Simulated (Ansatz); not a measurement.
**C6H16AlN: small, medium and large basis sets**

How large a basis does C6H16AlN need? Two functionals are run in growing sets.

The runs use Ansatz 0.2.0, Gaussian basis; one geometry, several basis sets.

The runs, in order: PBE0-D4/def2-SVP; ωB97M-V/def2-SVP; PBE0-D4/def2-QZVPP; ωB97M-V/def2-QZVPP; the functionals' def2-TZVPP values are taken from earlier runs.

### Step 1. Structure used throughout

All runs share one geometry, relaxed beforehand with PBE0-D4 in a triple-zeta def2 set.

SMILES `C[CH](C)[Al]([NH2])[CH](C)C`, 24 atoms, charge 0, spin multiplicity 1.

Atoms are counted from 1 here; the program's logs count them from 0.

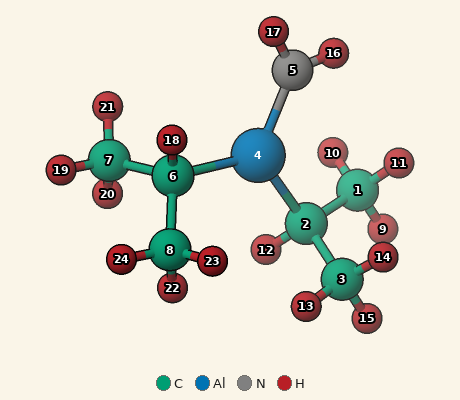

The structure; carbon teal, aluminium blue, nitrogen grey, hydrogen red; atoms are numbered from 1 in the order of the file.

Coordinates:

```xyz
24

C     2.08422    1.26621   -1.51654
C     1.47157    0.32266   -0.48426
C     2.20806    0.43706    0.85376
Al   -0.47258    0.58425   -0.25787
N    -1.19295    2.06687   -0.91742
C    -1.66687   -0.72242    0.61668
C    -2.20334   -1.71385   -0.42048
C    -1.00907   -1.46996    1.77470
H     3.16041    1.08754   -1.63675
H     1.62383    1.16114   -2.50303
H     1.97136    2.31354   -1.21607
H     1.60712   -0.70798   -0.84395
H     1.83451   -0.27063    1.59920
H     2.11204    1.44134    1.28097
H     3.28258    0.24766    0.73555
H    -0.69182    2.77105   -1.43471
H    -2.16294    2.32594   -0.83768
H    -2.52349   -0.16088    1.01419
H    -2.89086   -2.43751    0.03615
H    -1.39539   -2.29690   -0.87728
H    -2.74528   -1.21822   -1.23158
H    -0.12555   -2.02617    1.44338
H    -0.68597   -0.79890    2.57598
H    -1.69459   -2.20223    2.22034
```

### Step 2. PBE0-D4 in def2-SVP

Contents of in.yaml:

```yaml
crystal:
  periodic: [false, false, false]
  atoms:
    - {symbol: C, position_ang: [2.084217, 1.266211, -1.516537]}
    - {symbol: C, position_ang: [1.471574, 0.322655, -0.484256]}
    - {symbol: C, position_ang: [2.208057, 0.437061, 0.853764]}
    - {symbol: Al, position_ang: [-0.472577, 0.584245, -0.257866]}
    - {symbol: N, position_ang: [-1.192948, 2.066871, -0.917422]}
    - {symbol: C, position_ang: [-1.666871, -0.722425, 0.616678]}
    - {symbol: C, position_ang: [-2.203336, -1.713852, -0.420482]}
    - {symbol: C, position_ang: [-1.009065, -1.469958, 1.774696]}
    - {symbol: H, position_ang: [3.160408, 1.087540, -1.636747]}
    - {symbol: H, position_ang: [1.623825, 1.161140, -2.503025]}
    - {symbol: H, position_ang: [1.971361, 2.313538, -1.216072]}
    - {symbol: H, position_ang: [1.607118, -0.707980, -0.843954]}
    - {symbol: H, position_ang: [1.834511, -0.270634, 1.599205]}
    - {symbol: H, position_ang: [2.112042, 1.441343, 1.280974]}
    - {symbol: H, position_ang: [3.282580, 0.247661, 0.735552]}
    - {symbol: H, position_ang: [-0.691824, 2.771047, -1.434707]}
    - {symbol: H, position_ang: [-2.162941, 2.325938, -0.837683]}
    - {symbol: H, position_ang: [-2.523494, -0.160880, 1.014193]}
    - {symbol: H, position_ang: [-2.890858, -2.437508, 0.036146]}
    - {symbol: H, position_ang: [-1.395392, -2.296899, -0.877281]}
    - {symbol: H, position_ang: [-2.745279, -1.218217, -1.231577]}
    - {symbol: H, position_ang: [-0.125551, -2.026166, 1.443381]}
    - {symbol: H, position_ang: [-0.685965, -0.798903, 2.575984]}
    - {symbol: H, position_ang: [-1.694589, -2.202228, 2.220337]}
basis:
  gaussian: {orbitals: def2-SVP}
hamiltonian: {xc: pbe0, dispersion: d4}
output: {orbitals: {seedname: orbitals}}
```

The run is started by

```
ansatz run in.yaml --threads 4 --pin off --events-out ev --progress --plain --max-ram 66560MiB --backend cpu
```

Log:

```text
Functional definition: PBE0
  name "PBE0"
  cite "Adamo & Barone, J. Chem. Phys. 110, 6158 (1999) doi:10.1063/1.478522"
  cite "Perdew, Burke & Ernzerhof, Phys. Rev. Lett. 77, 3865 (1996) doi:10.1103/PhysRevLett.77.3865"
  parent pbe
  parameter a = 0.25
  parameter kappa = 0.804
  parameter beta = 0.06672455060314922
  exchange = (1 - a)*pbe_x(kappa = kappa, mu = beta*pi^2/3) + a*exact_x
  correlation = pbe_c(beta = beta)
2274 factors; their error is unknown
mean field evaluation 1: about -14531.3572 eV, gradient 9.0e1 eV
mean field evaluation 2: about -14518.2305 eV, gradient 1.1e2 eV
mean field evaluation 4: about -14550.6238 eV, gradient 5.9e0 eV
mean field evaluation 8: about -14550.7040 eV, gradient 5.9e-2 eV
mean field evaluation 16: about -14550.7702 eV, gradient 6.5e-5 eV
mean field -14550.77015513 eV, -534.7309403348 hartree, gradient 6.5e-5 eV, S^2 0.000000; 0 other end points of the search recorded, 0 dependent functions left out
reference -14550.77019109 eV, -534.7309416563 hartree; 36, 36 occupied and 160, 160 virtual orbitals, 2274 factors
Total energy: -14551.24208111 eV, -534.7482832945 hartree
```

Wall time 3.5 s (4 threads of AMD EPYC 7R13, shared host).

### Step 3. ωB97M-V in def2-SVP

in.yaml: that of step 2 with these lines changed.

```diff
@@ -29,3 +29,3 @@
   gaussian: {orbitals: def2-SVP}
-hamiltonian: {xc: pbe0, dispersion: d4}
+hamiltonian: {xc: {name: wB97M-V}}
 output: {orbitals: {seedname: orbitals}}
```

Same command.

Log (excerpt; [...] marks lines left out):

```text
Functional definition: wB97M-V
  name "wB97M-V"
  cite "Mardirossian & Head-Gordon, J. Chem. Phys. 144, 214110 (2016) doi:10.1063/1.4952647"
  cite "Becke, J. Chem. Phys. 107, 8554 (1997) doi:10.1063/1.475007"
  cite "Vydrov & Van Voorhis, J. Chem. Phys. 133, 244103 (2010) doi:10.1063/1.3521275"
  # Of w^i u^j: cxij and so on, Table III.
[...]
  gx(w, u) = 1 - cx + cx01*u + cx10*w
  gss(w, u) = css00 + css04*u^4 + css10*w + css20*w^2 + css43*w^4*u^3
  gos(w, u) = cos00 + cos10*w + (cos20 + cos21*u)*w^2 + (cos60 + cos61*u)*w^6
[...]
      + integral(e_c_pw_mod_opposite_spin*gos(b97_w_opposite, b97_u_opposite)) + vv10(b, c)
2255 factors; their error is unknown
594 factors; integrals over basis functions are off by at most 8.2e-6 eV
[...]
mean field -14558.28591642 eV, -535.0071394677 hartree, gradient 6.3e-5 eV, S^2 0.000000; 0 other end points of the search recorded, 0 dependent functions left out
reference -14558.28597591 eV, -535.0071416539 hartree; 36, 36 occupied and 160, 160 virtual orbitals, 2255 factors
Total energy: -14558.28597591 eV, -535.0071416539 hartree
```

Wall time 10 s (4 threads of AMD EPYC 7R13, shared host).

### Step 4. PBE0-D4 in def2-QZVPP

in.yaml: that of step 3 with these lines changed.

```diff
@@ -28,4 +28,4 @@
 basis:
-  gaussian: {orbitals: def2-SVP}
-hamiltonian: {xc: {name: wB97M-V}}
+  gaussian: {orbitals: "def2-QZVPP.json"}
+hamiltonian: {xc: pbe0, dispersion: d4}
 output: {orbitals: {seedname: orbitals}}
```

The run is started by

```
ansatz run in.yaml --threads 4 --pin off --events-out ev --progress --plain --max-ram 66560MiB --backend cuda --devices 0, --max-vram 37GiB
```

Log:

```text
Functional definition: PBE0
  name "PBE0"
  cite "Adamo & Barone, J. Chem. Phys. 110, 6158 (1999) doi:10.1063/1.478522"
  cite "Perdew, Burke & Ernzerhof, Phys. Rev. Lett. 77, 3865 (1996) doi:10.1103/PhysRevLett.77.3865"
  parent pbe
  parameter a = 0.25
  parameter kappa = 0.804
  parameter beta = 0.06672455060314922
  exchange = (1 - a)*pbe_x(kappa = kappa, mu = beta*pi^2/3) + a*exact_x
  correlation = pbe_c(beta = beta)
2630 factors; their error is unknown
mean field evaluation 1: about -14534.0570 eV, gradient 1.1e2 eV
mean field evaluation 2: about -14507.5680 eV, gradient 1.5e2 eV
mean field evaluation 4: about -14562.3670 eV, gradient 9.8e0 eV
mean field evaluation 8: about -14562.5723 eV, gradient 2.6e-1 eV
mean field evaluation 16: about -14562.5738 eV, gradient 2.4e-4 eV
mean field -14562.57379577 eV, -535.1647161275 hartree, gradient 5.7e-5 eV, S^2 0.000000; 0 other end points of the search recorded, 0 dependent functions left out
reference -14562.57385223 eV, -535.1647182022 hartree; 36, 36 occupied and 913, 913 virtual orbitals, 2630 factors
Total energy: -14563.04574224 eV, -535.1820598404 hartree
```

It took 5.5 s on 1 × H100 (card shared with other runs) with 4 threads of AMD EPYC 7R13, shared host; peak host memory 1.5 GiB.

### Step 5. ωB97M-V in def2-QZVPP

in.yaml: that of step 4 with these lines changed.

```diff
@@ -29,3 +29,3 @@
   gaussian: {orbitals: "def2-QZVPP.json"}
-hamiltonian: {xc: pbe0, dispersion: d4}
+hamiltonian: {xc: {name: wB97M-V}}
 output: {orbitals: {seedname: orbitals}}
```

The command is unchanged.

Log (excerpt; [...] marks lines left out):

```text
Functional definition: wB97M-V
  name "wB97M-V"
  cite "Mardirossian & Head-Gordon, J. Chem. Phys. 144, 214110 (2016) doi:10.1063/1.4952647"
  cite "Becke, J. Chem. Phys. 107, 8554 (1997) doi:10.1063/1.475007"
  cite "Vydrov & Van Voorhis, J. Chem. Phys. 133, 244103 (2010) doi:10.1063/1.3521275"
  # Of w^i u^j: cxij and so on, Table III.
[...]
  gx(w, u) = 1 - cx + cx01*u + cx10*w
  gss(w, u) = css00 + css04*u^4 + css10*w + css20*w^2 + css43*w^4*u^3
  gos(w, u) = cos00 + cos10*w + (cos20 + cos21*u)*w^2 + (cos60 + cos61*u)*w^6
[...]
      + integral(e_c_pw_mod_opposite_spin*gos(b97_w_opposite, b97_u_opposite)) + vv10(b, c)
2587 factors; their error is unknown
778 factors; integrals over basis functions are off by at most 6.5e-6 eV
[...]
mean field -14570.58754707 eV, -535.4592160560 hartree, gradient 3.5e-5 eV, S^2 0.000000; 0 other end points of the search recorded, 0 dependent functions left out
reference -14570.58764029 eV, -535.4592194817 hartree; 36, 36 occupied and 913, 913 virtual orbitals, 2587 factors
Total energy: -14570.58764029 eV, -535.4592194817 hartree
```

It took 6.5 s on 1 × H100 (card shared with other runs) with 4 threads of AMD EPYC 7R13, shared host; peak host memory 1.6 GiB.

### Step 6. Density functionals: the series

The def2-TZVPP values come from earlier runs at the same geometry.

| functional | basis | functions | energy (eV) | from the largest (eV) | HOMO (eV) | LUMO (eV) |
| --- | --- | --- | --- | --- | --- | --- |
| PBE0-D4 | def2-SVP | 196 | -14551.2421 | 11.804 | -6.49 | 0.34 |
| PBE0-D4 | def2-TZVPP | 483 | -14562.3650 | 0.681 | -6.54 | 0.13 |
| PBE0-D4 | def2-QZVPP | 949 | -14563.0457 | 0.000 | -6.56 | -0.03 |
| ωB97M-V | def2-SVP | 196 | -14558.2860 | 12.302 | -8.68 | 2.01 |
| ωB97M-V | def2-TZVPP | 483 | -14569.9246 | 0.663 | -8.73 | 1.63 |
| ωB97M-V | def2-QZVPP | 949 | -14570.5876 | 0.000 | -8.74 | 1.04 |

### Step 7. Summary of results

```
                                       quantity           value
PBE0-D4: double and triple zeta above quadruple  11.80, 0.68 eV
ωB97M-V: double and triple zeta above quadruple  12.30, 0.66 eV
```

PBE0-D4 gains 11.12 eV from double to triple zeta, then 0.68 eV more. Total energies overstate the basis error of differences, where much of it tends to cancel. The LUMO of ωB97M-V is positive and keeps falling with the basis (2.01 to 1.04 eV): an unbound level that the basis holds in place.
